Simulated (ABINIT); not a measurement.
# AlN (P6_3mc): a self-consistent loop beyond G0W0, cycle by cycle

Aim: iterate the self-energy on AlN (P6_3mc) and follow the gap from cycle to cycle.

Calculated with ABINIT 10.8.3; LDA and many-body steps on it, plane waves.

The database entry behind the starting cell differs from later determinations by our own check (inner coordinate u about 0.002 short), so it need not match the best structure at ambient conditions.

## Step 1: Starting point

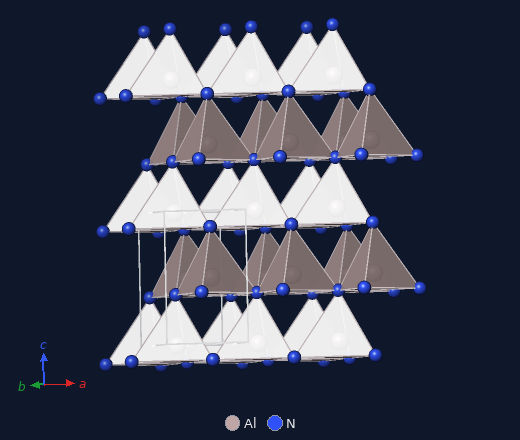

Start, viewed slightly off an axis; aluminium light grey, nitrogen blue. 3×2×2 cells are drawn. Some periodic images of atoms are drawn too.

The cell and positions come from the Crystallography Open Database and are kept as given unless a step says otherwise.

## Step 2: Empty states on the mesh, 3×3×2 mesh, 62 bands

This step: ABINIT 10.8.3; DFT, LDA, plane waves, norm-conserving pseudopotentials.

The sums over transitions need many empty states on a uniform mesh; this step solves for them.

Input file run.abi:

```
acell 3*1.0 Angstrom
rprim 
  3.113000000011 -0.000000000003 0.000000000000
  -1.556500000003 2.695937081992 0.000000000000
  0.000000000000 0.000000000000 4.981000000000
ntypat 2
znucl 13 7
natom 4
typat 1 1 2 2
xred 
  0.333333333333 0.666666666667 0.000000000000
  0.666666666667 0.333333333333 0.500000000000
  0.333333333333 0.666666666667 0.380000000000
  0.666666666667 0.333333333333 0.880000000000
pp_dirpath "pseudos"
pseudos "Al.upf, N.upf"
ecut 36
ngkpt 3 3 2
nshiftk 1
shiftk 0 0 0
kptopt 1
chksymbreak 0
iscf -2
irdden 1
istwfk *1
nband 62
nbdbuf 4
tolwfr 1e-09
nstep 60
prtvol 0
indata_prefix "in"
outdata_prefix "out"
tmpdata_prefix "tmp"
```

On the command line:

```sh
> OMP_NUM_THREADS=1 mpirun -n 4 abinit run.abi > log
```

Numbers of over 12 decimals in the logs are rounded to 6 here.

Log:

```text
.Version 10.8.3 of ABINIT. v10.8.2 released Aug 2026.

 Symmetries : space group P6_3 m c (#186); Bravais hP (primitive hexag.)
[... echo of the input left out ...]
== DATASET  1 ==================================================================
-   mpi_nproc: 4, omp_nthreads: 1 (-1 if OMP is not activated)

--- !DatasetInfo
iteration_state: {dtset: 1, }
dimensions: {natom: 4, nkpt: 6, mband: 62, nsppol: 1, nspinor: 1, nspden: 1, mpw: 2934, }
cutoff_energies: {ecut:  36.0, pawecutdg:  -1.0, }
[...]
1.66942    1.76957    1.84440    1.84440    1.93678    1.93678    2.01857    2.12135
   2.15116    2.18209    2.18209    2.22896    2.26812    2.26812    2.28534    2.28534
   2.29971    2.29971    2.37043    2.43081    2.47856    2.49550
 prteigrs : prtvol=0 or 1, do not print more k-points.

== END DATASET(S) ==============================================================
================================================================================

 -outvars: echo values of variables after computation  --------
            nband          62
             nkpt           6
          spgroup         186
 [... the other variables as echoed above ...]

 Calculation completed.
```

It took 8.2 s on 4 MPI ranks of Arm Neoverse V2, shared host; peak memory 0.26 GiB.

Numbers from this step:

| Item | Value |
| --- | --- |
| gap | 4.255 eV |
| k of the valence top | 0, 0, 0 |
| k of the conduction bottom | 0, 0, 0 |
| least direct gap | 4.255 eV |
| k points computed | 6 |
| lowest point of the top converged band, above the valence top | 53.3648 eV |

On this mesh the gap is 4.255 eV.

The density comes from a self-consistent run that is not shown.

## Step 3: Screening, 3×3×2 mesh, 58 bands, screening to 130.6 eV

The RPA dielectric matrix is built and inverted for each q.

This step: RPA screening on LDA, plane waves, norm-conserving pseudopotentials.

Changes to run.abi since step 2:

```diff
@@ -22,10 +22,11 @@
 chksymbreak 0
-iscf -2
-irdden 1
 istwfk *1
-nband 62
-nbdbuf 4
-tolwfr 1e-09
-nstep 60
-prtvol 0
+occopt 1
+irdwfk 1
+optdriver 3
+nband 58
+ecuteps 4.8
+inclvkb 2
+awtr 1
+symchi 1
 indata_prefix "in"
```

Log:

```text
.Version 10.8.3 of ABINIT. v10.8.2 released Aug 2026.

 Symmetries : space group P6_3 m c (#186); Bravais hP (primitive hexag.)
[... echo of the input left out ...]
== DATASET  1 ==================================================================
-   mpi_nproc: 4, omp_nthreads: 1 (-1 if OMP is not activated)

--- !DatasetInfo
iteration_state: {dtset: 1, }
dimensions: {natom: 4, nkpt: 6, mband: 58, nsppol: 1, nspinor: 1, nspden: 1, mpw: 2934, }
cutoff_energies: {ecut:  36.0, pawecutdg:  -1.0, }
electrons: {nelect:   1.60000000E+01, charge:   0.00000000E+00, occopt:   1.00000000E+00, tsmear:   1.00000000E-02, }

 SCREENING: Calculation of the susceptibility and dielectric matrices

 Based on a program developped by R.W. Godby, V. Olevano, G. Onida, and L. Reining.
 Incorporated in ABINIT by V. Olevano, G.-M. Rignanese, and M. Torrent.
.Using double precision arithmetic ; gwpc =  8

[... cell and pseudopotentials left out ...]
--------------------------------------------------------------------------------

 ==== K-mesh for the wavefunctions ====
 Number of points in the irreducible wedge :     6
[... list of points left out ...]
 Together with 12 symmetry operations and time-reversal symmetry
 yields    18 points in the full Brillouin Zone.

 ==== Q-mesh for the screening function ====
 Number of points in the irreducible wedge :     6
[... list of points left out ...]
 Together with 12 symmetry operations and time-reversal symmetry
 yields    18 points in the full Brillouin Zone.

 setmesh: FFT mesh size selected  =    20x   20x   36
          total number of points  =        14400

 vcoul_init : cutoff-mode = AUXILIARY_FUNCTION
 q-points for optical limit:   1
     1)      0.000010    0.000020    0.000030

- screening: taking advantage of time-reversal symmetry
- Maximum band index for partially occupied states nbvw = 8
- Remaining bands to be divided among processors   nbcw = 50
- Number of bands treated by each node ~12

 Number of electrons calculated from density =   16.0000; Expected =   16.0000
 average of density, n =  0.056718
 r_s =    1.6146
 omega_plasma =   22.9728 [eV]

 calculating chi0 at frequencies [eV] :
  1    0.000000E+00    0.000000E+00
  2    0.000000E+00    2.297283E+01

--------------------------------------------------------------------------------
  q-point number  1        q = ( 0.000000, 0.000000, 0.000000) [r.l.u.]
--------------------------------------------------------------------------------
[... chi0 elements left out ...]
 For q-point:  0.000010 0.000020 0.000030
  dielectric constant =   4.9997
  dielectric constant without local fields =   5.4669

  Average fulfillment of the sum rule on Im[epsilon] for q-point    1 :     64.71  [%]
[... wings left out ...]
  q-point number  2        q = ( 0.333333, 0.000000, 0.000000) [r.l.u.]
--------------------------------------------------------------------------------
[... chi0 elements left out ...]
  Average fulfillment of the sum rule on Im[epsilon] for q-point    2 :     72.42  [%]

 [... 4 further q-points ...]
```

Run time: 3.9 s. Hardware: 4 MPI ranks; peak memory 0.42 GiB; 15 s of CPU time.

This step gave:

```
ε∞ with local fields, on this mesh, along the program's q direction : 5.000
the same without local fields                                       : 5.467
plasma frequency                                                    : 22.97 eV
plane waves in the screening matrix                                 : 135
```

Local fields lower ε∞ by 9 %. On a Γ-centred mesh this coarse the value itself is usually too large, while a short band sum pulls it down.

## Step 4: G0W0

The self-energy is evaluated for the states that the input lists, and the levels follow from it, in one-shot runs by the linearised quasiparticle equation.

This step: G0W0 on LDA, plane waves, norm-conserving pseudopotentials.

Changes to run.abi since step 3:

```diff
@@ -25,8 +25,15 @@
 irdwfk 1
-optdriver 3
+optdriver 4
 nband 58
+gwcalctyp 0
+ecutsigx 36
+symsigma 1
+nkptgw 1
+kptgw 
+  0.0000000000 0.0000000000 0.0000000000
+bdgw 
+  6 10
 ecuteps 4.8
-inclvkb 2
-awtr 1
-symchi 1
+irdscr 1
+ppmodel 1
 indata_prefix "in"
```

Log:

```text
.Version 10.8.3 of ABINIT. v10.8.2 released Aug 2026.

 Symmetries : space group P6_3 m c (#186); Bravais hP (primitive hexag.)
[... echo of the input left out ...]
== DATASET  1 ==================================================================
-   mpi_nproc: 4, omp_nthreads: 1 (-1 if OMP is not activated)

--- !DatasetInfo
iteration_state: {dtset: 1, }
dimensions: {natom: 4, nkpt: 6, mband: 58, nsppol: 1, nspinor: 1, nspden: 1, mpw: 2934, }
cutoff_energies: {ecut:  36.0, pawecutdg:  -1.0, }
electrons: {nelect:   1.60000000E+01, charge:   0.00000000E+00, occopt:   1.00000000E+00, tsmear:   1.00000000E-02, }

 SIGMA: Calculation of the GW corrections

 Based on a program developped by R.W. Godby, V. Olevano, G. Onida, and L. Reining.
 Incorporated in ABINIT by V. Olevano, G.-M. Rignanese, and M. Torrent.
.Using double precision arithmetic ; gwpc =  8

[... cell and pseudopotentials left out ...]
--------------------------------------------------------------------------------

 ==== K-mesh for the wavefunctions ====
 Number of points in the irreducible wedge :     6
[... list of points left out ...]
 Together with 12 symmetry operations and time-reversal symmetry
 yields    18 points in the full Brillouin Zone.

 ==== Q-mesh for screening function ====
 Number of points in the irreducible wedge :     6
[... list of points left out ...]
 Together with 12 symmetry operations and time-reversal symmetry
 yields    18 points in the full Brillouin Zone.

 vcoul_init : cutoff-mode = AUXILIARY_FUNCTION
 q-points for optical limit:   1
     1)      0.000010    0.000020    0.000030
 setmesh: FFT mesh size selected  =    27x   27x   54
          total number of points  =        39366

 Number of electrons calculated from density =   16.0000; Expected =   16.0000
 average of density, n =  0.056718
 r_s =    1.6146
 omega_plasma =   22.9728 [eV]

 === KS Band Gaps ===
  >>>> For spin  1
   Minimum direct gap =   4.2550 [eV], located at k-point      :   0.0000  0.0000  0.0000
   Fundamental gap    =   4.2550 [eV], Top of valence bands at :   0.0000  0.0000  0.0000
                                       Bottom of conduction at :   0.0000  0.0000  0.0000
 SIGMA fundamental parameters:
 PLASMON POLE MODEL  1
 number of plane-waves for SigmaX                 2863
 number of plane-waves for SigmaC and W            135
 number of plane-waves for wavefunctions          2863
 number of bands                                    58
 number of independent spin polarizations            1
 number of spinorial components                      1
 number of k-points in IBZ                           6
 number of q-points in IBZ                           6
 number of symmetry operations                      12
 number of k-points in BZ                           18
 number of q-points in BZ                           18
 number of frequencies for dSigma/dE                 9
 frequency step for dSigma/dE [eV]                0.25
 number of omega for Sigma on real axis              0
 max omega for Sigma on real axis  [eV]           0.00
 zcut for avoiding poles [eV]                     0.10

 EPSILON^-1 parameters (SCR file):
 dimension of the eps^-1 matrix on file            135
 dimension of the eps^-1 matrix used               135
 number of plane-waves for wavefunctions          2863
 number of bands                                    58
 number of q-points in IBZ                           6
 number of frequencies                               2
 number of real frequencies                          1
 number of imag frequencies                          1

 matrix elements of self-energy operator (all in [eV])

 Perturbative Calculation

--- !SelfEnergy_ee
iteration_state: {dtset: 1, }
kpoint     : [   0.000,    0.000,    0.000, ]
spin       : 1
KS_gap     :    4.255
QP_gap     :    5.597
Delta_QP_KS:    1.342
data: !SigmaeeData |
     Band     E0 <VxcDFT>   SigX SigC(E0)      Z dSigC/dE  Sig(E)    E-E0       E
        6   5.481 -16.826 -20.889   3.624   0.792  -0.263 -17.174  -0.348   5.134
        7   5.481 -16.826 -20.889   3.624   0.792  -0.263 -17.174  -0.348   5.134
        8   5.659 -16.916 -20.711   3.451   0.793  -0.261 -17.189  -0.273   5.386
        9   9.914 -12.734  -7.790  -3.638   0.818  -0.222 -11.665   1.069  10.983
       10  12.222 -11.070  -5.601  -4.095   0.827  -0.209  -9.934   1.135  13.357

== END DATASET(S) ==============================================================
================================================================================

 -outvars: echo values of variables after computation  --------
           etotal      0.0000000000E+00
            nband          58
             nkpt           6
          spgroup         186
 [... the other variables as echoed above ...]

 Calculation completed.
```

The job ended after 2.3 s (4 MPI ranks; peak memory 0.1 GiB; 8.7 s of CPU time).

Numbers from this step:

| Property | Result |
| --- | --- |
| G0W0 gap on the points computed | 5.597 eV |
| starting gap on the mesh | 4.255 eV |
| k of the valence top | 0, 0, 0 |
| k of the conduction bottom | 0, 0, 0 |
| Z at the valence top | 0.793 |
| Z at the conduction bottom | 0.818 |
| least direct G0W0 gap on the computed points | 5.597 eV |

The gap on the mesh goes from 4.26 eV to 5.60 eV, a correction of +1.34 eV.

## Step 5: evGW0, cycle 1

This step: evGW0 on LDA, plane waves, norm-conserving pseudopotentials.

Changes to run.abi since step 4:

```diff
@@ -27,10 +27,20 @@
 nband 58
-gwcalctyp 0
+gwcalctyp 10
 ecutsigx 36
 symsigma 1
-nkptgw 1
+nkptgw 6
 kptgw 
   0.0000000000 0.0000000000 0.0000000000
+  0.3333333333 0.0000000000 0.0000000000
+  0.3333333333 0.3333333333 0.0000000000
+  0.0000000000 0.0000000000 0.5000000000
+  0.3333333333 0.0000000000 0.5000000000
+  0.3333333333 0.3333333333 0.5000000000
 bdgw 
-  6 10
+  1 22
+  1 22
+  1 22
+  1 22
+  1 22
+  1 22
 ecuteps 4.8
```

Log:

```text
.Version 10.8.3 of ABINIT. v10.8.2 released Aug 2026.

 Symmetries : space group P6_3 m c (#186); Bravais hP (primitive hexag.)
[... echo of the input left out ...]
== DATASET  1 ==================================================================
-   mpi_nproc: 4, omp_nthreads: 1 (-1 if OMP is not activated)

--- !DatasetInfo
iteration_state: {dtset: 1, }
dimensions: {natom: 4, nkpt: 6, mband: 58, nsppol: 1, nspinor: 1, nspden: 1, mpw: 2934, }
cutoff_energies: {ecut:  36.0, pawecutdg:  -1.0, }
electrons: {nelect:   1.60000000E+01, charge:   0.00000000E+00, occopt:   1.00000000E+00, tsmear:   1.00000000E-02, }

 SIGMA: Calculation of the GW corrections

 Based on a program developped by R.W. Godby, V. Olevano, G. Onida, and L. Reining.
 Incorporated in ABINIT by V. Olevano, G.-M. Rignanese, and M. Torrent.
.Using double precision arithmetic ; gwpc =  8

[... cell and pseudopotentials left out ...]
--------------------------------------------------------------------------------

 ==== K-mesh for the wavefunctions ====
 Number of points in the irreducible wedge :     6
[... list of points left out ...]
 Together with 12 symmetry operations and time-reversal symmetry
 yields    18 points in the full Brillouin Zone.

 ==== Q-mesh for screening function ====
 Number of points in the irreducible wedge :     6
[... list of points left out ...]
 Together with 12 symmetry operations and time-reversal symmetry
 yields    18 points in the full Brillouin Zone.

 vcoul_init : cutoff-mode = AUXILIARY_FUNCTION
 q-points for optical limit:   1
     1)      0.000010    0.000020    0.000030
 setmesh: FFT mesh size selected  =    27x   27x   54
          total number of points  =        39366

 Number of electrons calculated from density =   16.0000; Expected =   16.0000
[...]
data: !SigmaeeData |
     Band     E_DFT   <VxcDFT>   E(N-1)  <Hhartree>   SigX  SigC[E(N-1)]    Z     dSigC/dE  Sig[E(N)]  DeltaE  E(N)_pert E(N)_diago
[...]
--- !SelfEnergy_ee
iteration_state: {dtset: 1, }
kpoint     : [   0.333,    0.333,    0.500, ]
spin       : 1
KS_gap     :    8.117
QP_gap     :    9.831
Delta_QP_KS:    1.714
data: !SigmaeeData |
     Band     E_DFT   <VxcDFT>   E(N-1)  <Hhartree>   SigX  SigC[E(N-1)]    Z     dSigC/dE  Sig[E(N)]  DeltaE  E(N)_pert E(N)_diago
[...]
21    28.662   -11.868    28.662    40.530    -3.718    -6.576     0.713    -0.403   -10.746     1.122    29.784    30.236
       22    28.662   -11.868    28.662    40.530    -3.718    -6.576     0.713    -0.403   -10.746     1.122    29.784    30.236

 New Fermi energy :        3.038156E-01 Ha ,    8.267244E+00 eV
 New Exchange energy :    -6.180665E+00 Ha ,   -1.681845E+02 eV

 === QP Band Gaps ===
  >>>> For spin  1
   Minimum direct gap =   5.9053 [eV], located at k-point      :   0.0000  0.0000  0.0000
   Fundamental gap    =   5.9053 [eV], Top of valence bands at :   0.0000  0.0000  0.0000
                                       Bottom of conduction at :   0.0000  0.0000  0.0000

 writing QP data on file : out_QPS

 Convergence of QP corrections
 >>>>> For spin  1 <<<<<
.  kptgw no:  1; Maximum DeltaE = (   1.670   0.000) for band index: 11
.  kptgw no:  2; Maximum DeltaE = (   1.552  -0.001) for band index: 12
.  kptgw no:  3; Maximum DeltaE = (   1.612  -0.000) for band index: 13
.  kptgw no:  4; Maximum DeltaE = (   1.387  -0.014) for band index: 19
.  kptgw no:  5; Maximum DeltaE = (   1.588  -0.000) for band index: 13
.  kptgw no:  6; Maximum DeltaE = (   1.727   0.003) for band index: 13

== END DATASET(S) ==============================================================
================================================================================

 -outvars: echo values of variables after computation  --------
           etotal      0.0000000000E+00
            nband          58
             nkpt           6
          spgroup         186
 [... the other variables as echoed above ...]

 Calculation completed.
```

The job ended after 17 s (4 MPI ranks; peak memory 0.76 GiB; 66 s of CPU time).

Numbers from this step:

- quasiparticle gap on the mesh: 5.905 eV
- gap of the density functional on the mesh: 4.255 eV
- k of the valence top: 0, 0, 0
- k of the conduction bottom: 0, 0, 0
- Z at the valence top: 0.793
- Z at the conduction bottom: 0.818
- least direct quasiparticle gap on the computed points: 5.905 eV

Against G0W0 in ABINIT (3×3×2 mesh, 58 bands, screening to 130.6 eV, Godby-Needs plasmon pole), the gap moves by +0.308 eV. This first cycle still uses the starting levels; it takes the full correction, at all points of the mesh, and its linearised value is 5.597 eV.

## Step 6: evGW0, cycle 2

The corrected levels of the last cycle go back in.

Changes to run.abi since step 5:

```diff
@@ -48,2 +48,3 @@
 ppmodel 1
+irdqps 1
 indata_prefix "in"
```

Log:

```text
.Version 10.8.3 of ABINIT. v10.8.2 released Aug 2026.

 Symmetries : space group P6_3 m c (#186); Bravais hP (primitive hexag.)
[... echo of the input left out ...]
== DATASET  1 ==================================================================
-   mpi_nproc: 4, omp_nthreads: 1 (-1 if OMP is not activated)

--- !DatasetInfo
iteration_state: {dtset: 1, }
dimensions: {natom: 4, nkpt: 6, mband: 58, nsppol: 1, nspinor: 1, nspden: 1, mpw: 2934, }
cutoff_energies: {ecut:  36.0, pawecutdg:  -1.0, }
[...]
.  kptgw no:  4; Maximum DeltaE = (   0.122   0.059) for band index:  2
.  kptgw no:  5; Maximum DeltaE = (   0.125  -0.008) for band index:  2
.  kptgw no:  6; Maximum DeltaE = (  -0.154  -0.000) for band index: 14

== END DATASET(S) ==============================================================
================================================================================

 -outvars: echo values of variables after computation  --------
           etotal      0.0000000000E+00
            nband          58
             nkpt           6
          spgroup         186
 [... the other variables as echoed above ...]

 Calculation completed.
```

Run time: 17 s. Hardware: 4 MPI ranks; peak memory 0.76 GiB.

Numbers from this step:

- quasiparticle gap on the mesh: 5.822 eV
- gap of the density functional on the mesh: 4.255 eV
- k of the valence top: 0, 0, 0
- k of the conduction bottom: 0, 0, 0
- least direct quasiparticle gap on the computed points: 5.822 eV

Against the cycle before, the gap moves by −0.083 eV.

## Step 7: evGW0, cycle 3

run.abi is that of step 6.

Log:

```text
.Version 10.8.3 of ABINIT. v10.8.2 released Aug 2026.

 Symmetries : space group P6_3 m c (#186); Bravais hP (primitive hexag.)
[... echo of the input left out ...]
== DATASET  1 ==================================================================
-   mpi_nproc: 4, omp_nthreads: 1 (-1 if OMP is not activated)

--- !DatasetInfo
iteration_state: {dtset: 1, }
dimensions: {natom: 4, nkpt: 6, mband: 58, nsppol: 1, nspinor: 1, nspden: 1, mpw: 2934, }
cutoff_energies: {ecut:  36.0, pawecutdg:  -1.0, }
[...]
.  kptgw no:  4; Maximum DeltaE = (  -0.017   0.019) for band index:  1
.  kptgw no:  5; Maximum DeltaE = (  -0.044   0.007) for band index:  1
.  kptgw no:  6; Maximum DeltaE = (  -0.042   0.010) for band index:  1

== END DATASET(S) ==============================================================
================================================================================

 -outvars: echo values of variables after computation  --------
           etotal      0.0000000000E+00
            nband          58
             nkpt           6
          spgroup         186
 [... the other variables as echoed above ...]

 Calculation completed.
```

The job ended after 17 s (4 MPI ranks; peak memory 0.76 GiB).

This step gave:

| Item | Value |
| --- | --- |
| quasiparticle gap on the mesh | 5.823 eV |
| gap of the density functional on the mesh | 4.255 eV |
| k of the valence top | 0, 0, 0 |
| k of the conduction bottom | 0, 0, 0 |
| least direct quasiparticle gap on the computed points | 5.823 eV |

Against the cycle before, the gap moves by +0.001 eV.

(Part 1 of 3 ends here.)

[Paths, hosts, dates, memory and timing lines, banners, echoed tables and standing remarks are left out of the program output.]

[Logs are printed without paths, hosts, clocks, repeated set-up lines and the standing remarks that a program may print on its own settings, such as how far it seeks lower states.]

[Runs of the session that timed out or met a known fault of the program may be left out.]

[Hosts, paths, dates, database ids (printed as entryN), source tags and the programs' standing remarks are cut or masked in the printed files.]

[G0W0 gaps are taken among the corrected bands and points alone; a level outside them can change the order at an edge.]

[Where Ansatz stands beside ABINIT at settings called matched, ABINIT's density can come from a denser mesh and the files from another edition; pairs whose starting gaps differed by over 0.03 eV were left out, so agreement reads better than it is.]
